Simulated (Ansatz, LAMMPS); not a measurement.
# Which site? P in place of Si in amorphous Si at 2.15 g/cm^3 (80 atoms): runs compared

Aim: make P in place of Si at several sites of amorphous Si at 2.15 g/cm^3 (80 atoms), relax each, and compare their energies.

Computed with Ansatz 0.2.0: Kohn-Sham DFT, PBE, PAW (set soft_2), plane waves.

## 1. The cell as built

The cell holds 80 atoms: 80 Si. Its edges and angles: a = 12.011 Å, b = 12.011 Å, c = 12.011 Å, α = 90.0°, β = 90.0°, γ = 90.0°. 80 atoms (80 Si) placed at random at 2.15 g/cm³, melted at 2500 K for 10 ps at fixed volume with the modified Tersoff potential (Kumagai, Izumi, Hara and Sakai, Comput. Mater. Sci. 39, 457 (2007)). Quenched from 2500 K to 300 K at 10 K/ps and fixed volume, annealed at 800 K for 20 ps, held 5 ps, then minimised at fixed cell.

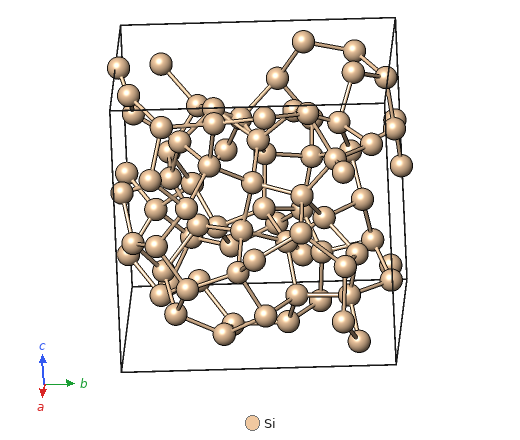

The cell as built. Bonds to atoms that aren't drawn are left out. Some periodic images of atoms are drawn too.

Limits known from the start: The quench rate of 10 K/ps far exceeds what a furnace or splat quench reaches, so expect more defects and frozen-in strain than in a real sample. The starting topology of bonds comes from the classical model, and needn't be the one that DFT or experiment would give. Sampling is at Γ alone, for a cell whose shortest periodic width is 12 Å.

## 2. The reference run

The reference is a single point at the end of the relaxation.

Every defect cell starts from the geometry of this run and is relaxed in the fixed cell.

Its input, with most atom lines left out:

```yaml
crystal:
  lattice:
    - [12.0113, 0.0, 0.0]
    - [0.0, 12.0113, 0.0]
    - [0.0, 0.0, 12.0113]
  atoms:
    - { symbol: Si, position: [0.07578, 0.54965, 0.7919] }
    - { symbol: Si, position: [0.59422, 0.00702, 0.55831] }
    - { symbol: Si, position: [0.07479, 0.36579, 0.5275] }
    - { symbol: Si, position: [0.51147, 0.51133, 0.71482] }
    - { symbol: Si, position: [0.60634, 0.23365, 0.74888] }
    - { symbol: Si, position: [0.75991, 0.50992, 0.13924] }
    - { symbol: Si, position: [0.56055, 0.58458, 0.35049] }
    [... atom lines 8 to 80 left out ...]
kpoints:
  mp_grid: { grid: [1, 1, 1] }
hamiltonian:
  xc: pbe
scf:
  occupations: { method: fermi_dirac, width: 0.025 }
output:
  forces: true
  stress: true
  populations: true
  dos:
    method: { smearing: { sigma: 0.08 } }
    de: 0.1
    projected: { site_lists: { Si: [Si] } }
  eigenvalues: true
  write_density: true
  write_potential: true
  volumetric_format: npy
```

```
free energy per atom   : -635.6343 eV/atom
r.m.s. force component : 0.00608 eV/Å
pressure               : -1.434 GPa
```

Filled and empty levels are parted by 0.297 eV (at Γ alone); a semilocal functional tends to put such gaps too low. In a disordered cell it changes from sample to sample, and tail or defect levels can set it.

## 3. The runs

Each row is one run, on 4 threads of Intel Xeon at 2.60GHz (Ice Lake), shared host. The free energy is the program's total, comparable only between runs with the same functional, potentials and atoms.

| run | atoms | outcome | ionic steps, all passes | free energy (eV) | time | host memory (GiB) |
| --- | --- | --- | --- | --- | --- | --- |
| Single point at the start | 80 | converged | - | -50848.012 | 7.7 s | 1.6 |
| Relaxation | 80 | converged | 26 | -50850.744 | 1.9 min | 1.6 |
| Single point at the relaxed geometry | 80 | converged | - | -50850.744 | 12 s | 1.6 |
| P on a site of Si, site Si50 | 80 | converged | 7 | -50971.497 | 1.9 min | 2.6 |
| P on a site of Si, site Si79 | 80 | converged | 8 | -50970.709 | 2.2 min | 2.6 |
| P on a site of Si, site Si35 | 80 | converged | 9 | -50970.907 | 2.6 min | 2.7 |
| P on a site of Si, site Si12 | 80 | converged | 9 | -50970.839 | 2.5 min | 2.6 |
| P on a site of Si, site Si9 | 80 | converged | 9 | -50970.789 | 2.5 min | 2.7 |
| P on a site of Si, site Si61 | 80 | converged | 17 | -50971.103 | 4.6 min | 2.6 |
| P on a site of Si, site Si37 | 80 | converged | 3 | -50970.709 | 58 s | 2.6 |
| P on a site of Si, site Si47 | 80 | converged | 8 | -50970.892 | 2.3 min | 2.7 |
| P on a site of Si, site Si65 | 80 | converged | 8 | -50970.828 | 2.1 min | 2.6 |

Local excerpt of 11 atoms (numbers count through the whole input) about site Si50, the cheapest one, after relaxation; x, y, z are measured from there.

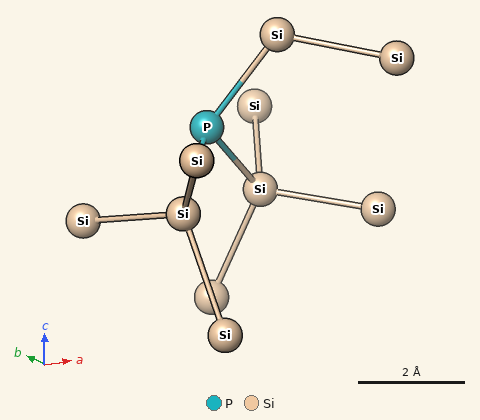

The atoms of the table, within 3.8 Å (arrows a, b, c point along x, y, z); some may hide others.

| atom | x | y | z | distance (Å) | bonds | moment (μB) |
| --- | --- | --- | --- | --- | --- | --- |
| P50 | -0.26 | 0.42 | 0.39 | 0.63 | 3 | 0.00 |
| Si39 | 1.30 | 0.99 | -1.14 | 1.99 | 4 | 0.00 |
| Si52 | -1.57 | -0.98 | -0.82 | 2.03 | 4 | 0.00 |
| Si18 | 0.80 | -0.33 | 2.27 | 2.43 | 4 | 0.00 |
| Si61 | -2.47 | 1.19 | -1.38 | 3.07 | 4 | 0.00 |
| Si49 | 2.88 | -0.73 | -1.30 | 3.25 | 4 | 0.00 |
| Si36 | -2.32 | -2.67 | 0.71 | 3.61 | 4 | 0.00 |
| Si14 | 2.25 | 2.86 | -0.07 | 3.64 | 4 | 0.01 |
| Si59 | 2.52 | -1.88 | 1.98 | 3.72 | 4 | 0.00 |
| Si32 | 0.67 | 1.63 | -3.34 | 3.78 | 4 | 0.00 |
| Si31 | -1.17 | -1.98 | -3.01 | 3.79 | 4 | 0.00 |

The column of bonds counts only the pairs Si-Si within 2.98 Å, Si-P within 2.68 Å; other neighbours, such as metal atoms beside each other in a compound, aren't counted, and periodic images can show an atom twice.

## 4. The sites compared

All these cells hold the same atoms, so their energies can be compared with no chemical potential.

| site | neighbours | mean distance (Å) | atoms within 6 Å | energy over the best site (eV) | before relaxation (eV) | gain on relaxing (eV) | moment (μB) |
| --- | --- | --- | --- | --- | --- | --- | --- |
| Si50 | Si3 | 2.31 | 43 | 0.00 | 0.00 | 0.65 | 1.0 |
| Si61 | Si4 | 2.47 | 39 | 0.39 | 0.57 | 0.82 | 1.0 |
| Si35 | Si4 | 2.38 | 44 | 0.59 | 0.08 | 0.14 | 1.0 |
| Si47 | Si4 | 2.41 | 45 | 0.60 | 0.15 | 0.20 | 1.0 |
| Si12 | Si4 | 2.39 | 42 | 0.66 | 0.19 | 0.18 | 1.0 |
| Si65 | Si4 | 2.39 | 39 | 0.67 | 0.22 | 0.20 | 1.0 |
| Si9 | Si4 | 2.38 | 45 | 0.71 | 0.21 | 0.15 | 1.0 |
| Si37 | Si4 | 2.38 | 47 | 0.79 | 0.20 | 0.06 | 1.0 |
| Si79 | Si4 | 2.43 | 45 | 0.79 | 0.32 | 0.18 | 1.0 |

Neighbours are those of the relaxed host within 2.73 Å (Si-Si); other pairs aren't counted.

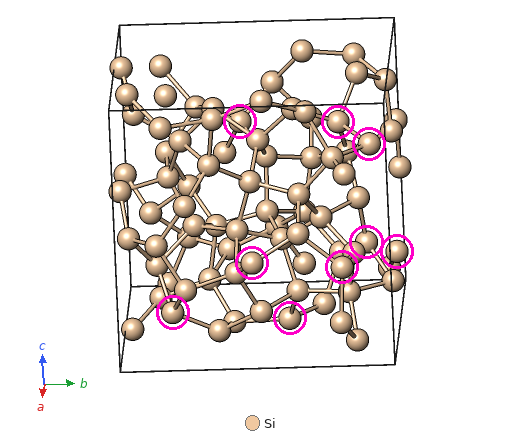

The relaxed cell with the tried sites ringed. Bonds to atoms that aren't drawn are left out. Some periodic images of atoms are drawn too.

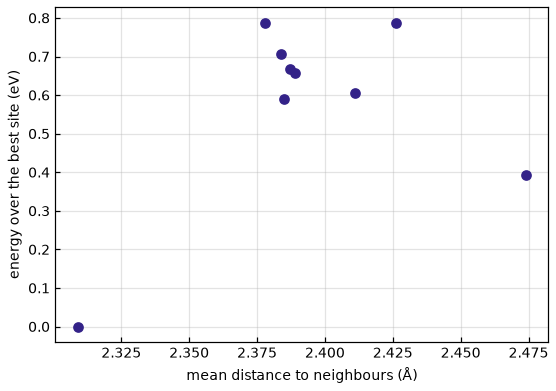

Site energy against the site's surroundings.

## 5. Outcome

The cheapest site is Si50 (3 neighbours, Si3); the dearest, Si79 (4 neighbours, Si4), costs 0.79 eV more. By coordination the energies over the best site are 0.00 eV with 3 neighbours and 0.39 to 0.79 eV with 4 neighbours. Relaxation gains 0.063 to 0.82 eV and leaves the best site the same.

Caveats: Defects are neutral and interact with their images. The reference ran with fermi-dirac smearing of 0.025 eV, but 9 of the 9 defect cells with fermi-dirac smearing of 0.025 eV, spin polarised. In a disordered cell the relaxation can also rearrange atoms far from the site. In the spin-polarised runs the search for a state of lower energy was switched off. Only 9 of the 80 Si sites were tried; unless symmetry makes the others alike to these, a cheaper one may exist. A local or semilocal functional tends to spread out the unpaired spin of such defects.

The DFT runs together took 24 min of wall time.

[Logs are printed without paths, hosts, clocks, repeated set-up lines and the standing remarks that a program may print on its own settings, such as how far it seeks lower states.]

[Hosts, paths, dates, database ids (printed as entryN), source tags and the programs' standing remarks are cut or masked in the printed files.]
